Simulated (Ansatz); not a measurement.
# Calculations on TiH3OCl3

### Relaxation

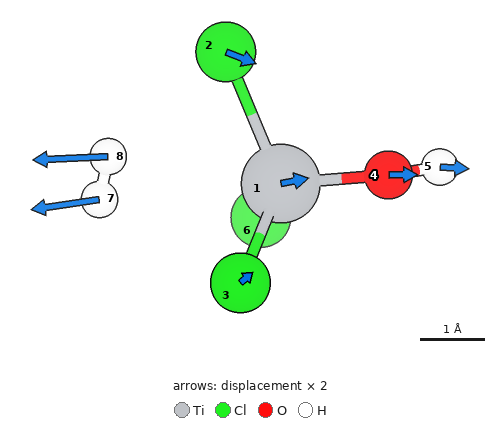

This is a relaxation of TiH3OCl3. The starting structure is drawn; blue arrows show the displacements, magnified 2 times. The two geometries are superimposed by the best rigid fit.

A ball-and-stick model, seen face on.

The run prepares an end point of a later path (reaction) calculation, from a guessed geometry.

Method: RKS PBE0-D4/def2-SVP in Ansatz 0.2.0. (no spin polarisation; force threshold 0.03 eV/Å; at most 50 steps)

> Atoms of which element are displaced furthest, and by how much?

Hydrogen: up to 0.61 Å, against 0.27 Å for chlorine.

> What did the optimiser do to the structure, and how much energy did it gain?

The atom that moves furthest after the best rigid fit is H8 (0.61 Å). By element the largest moves are H 0.61 Å, Cl 0.27 Å, O 0.24 Å, Ti 0.24 Å. Among the contacts that change: Ti1–H8 2.772 → 3.596 Å, Ti1–H7 2.902 → 3.694 Å, Ti1–Cl2 2.320 → 2.177 Å, H7–H8 0.719 → 0.761 Å. Bond angles that change, for instance: Cl2–Ti1–Cl3 113.9° → 110.9°, Cl2–Ti1–Cl6 112.3° → 109.4°, Cl3–Ti1–O4 106.7° → 109.4°. Over 4 geometry steps the energy falls by 20.6 kJ/mol. The largest force component goes from 1.5 to 0.028 eV/Å. The run took 14 s on 4 threads of Arm Neoverse V1 (shared host), peak memory 0.31 GiB.

Limits of the set-up: the start holds two separate molecules, 2.6 Å apart at their closest, whose relative position is a soft coordinate.

### Relaxation

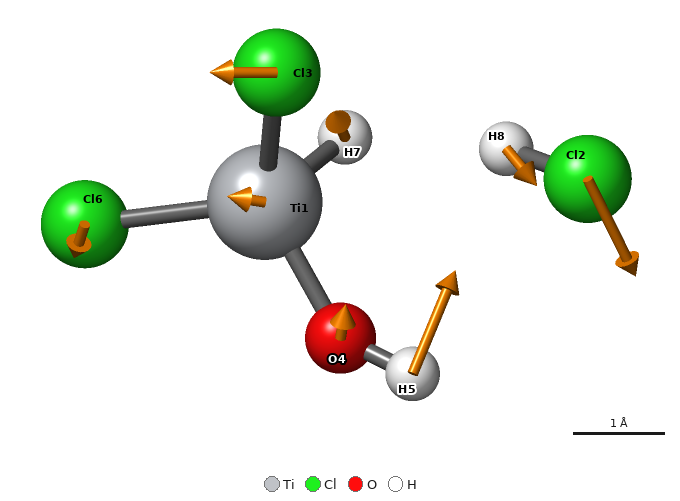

A relaxation of TiH$_{3}$OCl$_{3}$. The starting structure is drawn; orange arrows show the displacements, 3 times their true length. The two geometries are superimposed by the best rigid fit.

The picture is a ball-and-stick view, seen face on.

The run prepares an end point of a later path (reaction) calculation, from a guessed geometry.

Computed with RKS PBE0-D4/def2-SVP in Ansatz 0.2.0.

The input:
```yaml
crystal:
  periodic: [false, false, false]
  atoms:
    - { symbol: Ti, position_ang: [0.080486, -0.602368, -0.659932] }
    - { symbol: Cl, position_ang: [0.542144, 0.723102, 2.623879] }
    - { symbol: Cl, position_ang: [2.104061, 0.139379, -0.889401] }
    - { symbol: O, position_ang: [-1.115218, 0.533179, -0.149241] }
    - { symbol: H, position_ang: [-1.250134, 1.312846, 0.4083] }
    - { symbol: Cl, position_ang: [-0.612578, -1.906154, -2.253622] }
    - { symbol: H, position_ang: [0.159793, -1.637592, 0.680094] }
    - { symbol: H, position_ang: [0.365044, -0.511192, 2.142723] }
basis:
  gaussian: { orbitals: def2-SVP }
hamiltonian:
  xc: pbe0
  dispersion: d4
relax:
  f_tol: 0.03
  max_steps: 50
output:
  orbitals: {}
```

Command:
```bash
ansatz run input.yaml --threads 4 --pin off --max-ram 5120MiB --backend cpu --events-out ev --progress --plain --runs-dir out
```

What did the optimiser do to the structure, and how much energy did it gain?

After 8 accepted moves (9 points after the start) the energy has fallen by 0.051 eV. Largest force component: 0.94 eV/Å at the start, 0.02 eV/Å at the end. The line search rejected the trial step at point 1 of the run. The forces were under the threshold at step 7, but the run went on from there. Cl2 moves most after the best rigid fit: 0.45 Å. By element the largest moves are Cl 0.45 Å, H 0.42 Å, Ti 0.15 Å, O 0.15 Å. Near-neighbour distances that change, for instance: Ti1–Cl2 3.571 → 3.874 Å, Ti1–H8 2.819 → 3.029 Å, Cl2–H8 1.337 → 1.297 Å, Ti1–H7 1.695 → 1.679 Å. Bond angles that change, for instance: Ti1–O4–H5 142.8° → 134.3°, O4–Ti1–H7 101.6° → 97.5°, Cl3–Ti1–Cl6 115.2° → 118.9°. Groups turn about Ti1–O4 by about 20°.

### Path

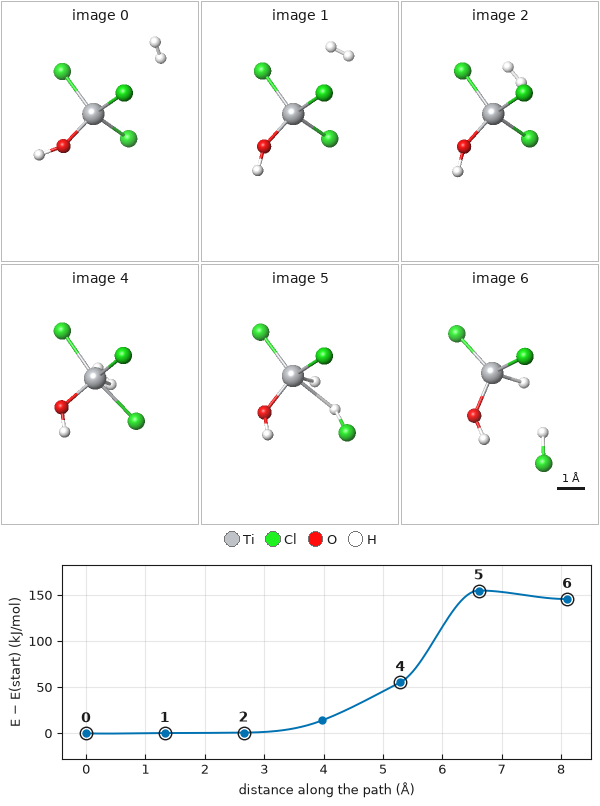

A search for the minimum-energy path of TiH₃OCl₃, made up at the start of TiHOCl₃ and H2 by the nudged elastic band. Images are numbered from 0 (start) to 6 (end). A ball-and-stick model, seen from a free direction.

All numbers below come from RKS PBE0-D4/def2-SVP in Ansatz. Settings: 5 movable images; climbing image; force threshold 0.05 eV/Å; iteration limit 60; starting path through a guess of the saddle point.

Read off the barrier and say what moves.

Answer. Breaking: H–H (0.76 → 2.00 Å), Cl–Ti (2.18 → 3.87 Å). Forming: Cl–H (3.22 → 1.30 Å), H–Ti (3.69 → 1.68 Å). The energy climbs by 154.9 kJ/mol to image 5 and then falls by 9.2 kJ/mol, so the end point sits at +145.7 kJ/mol. The band converged in 28 iterations, with a climbing image at the top. At the top, the vibrational analysis gives one imaginary mode (107i cm⁻¹), as a transition state must have.

Limits of the set-up: the start holds two separate molecules, 3.2 Å apart at their closest, whose relative position is a soft coordinate.

The run took 6 min on 4 threads of Arm Neoverse V1 (shared host), peak memory 0.32 GiB.
